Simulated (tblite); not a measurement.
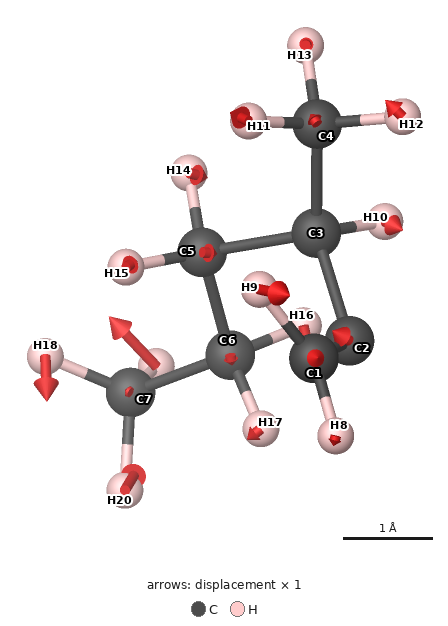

This is a relaxation of C7H13 (multiplicity 2). The starting structure is drawn; red arrows show the displacements, at their true length. The two geometries are superimposed by the best rigid fit.

Style: ball-and-stick. Shown from a free direction.

The calculation used GFN2-xTB geometry optimisation, gas phase (tblite). 

**Atoms of which element are displaced furthest, and by how much?**

Hydrogen: up to 0.85 Å, against 0.30 Å for carbon.

**Describe the change and its energy.**

An H atom moves most after the best rigid fit: 0.85 Å. By element the largest moves are H 0.85 Å, C 0.30 Å. Near-neighbour distances that change, for instance: C–C 1.489 → 1.542 Å, C–C 1.502 → 1.461 Å, C–H 1.126 → 1.088 Å, C–C 1.319 → 1.293 Å. Among the angles between lasting bonds that change: C–C–C 122.5° → 142.8°, C–C–C 103.7° → 112.0°, C–C–H 117.7° → 124.2°. Groups turn about C–C by about 50°, C–C by about 25°. Over 114 geometry steps the energy falls by 15.2 kcal/mol.
